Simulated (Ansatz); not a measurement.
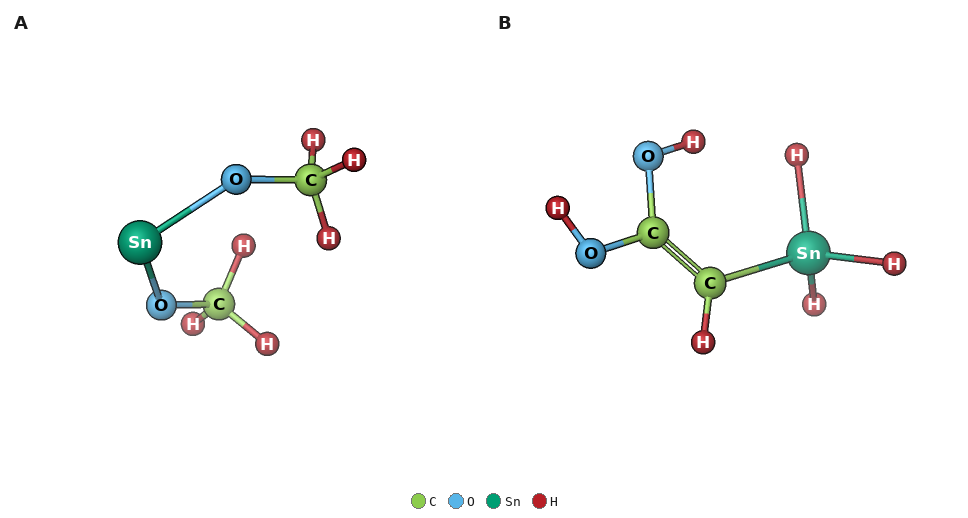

Distant atoms are faded towards the background colour. Computed geometry: PBE0-D4/def2-TZVP optimisation.

Question: How are A and B related: the same structure turned, mirror images, conformers, diastereomers or constitutional isomers?

Answer: They are constitutional isomers of C2H6O2Sn: A is C[O][Sn][O]C, B is OC(O)=[CH][SnH3]
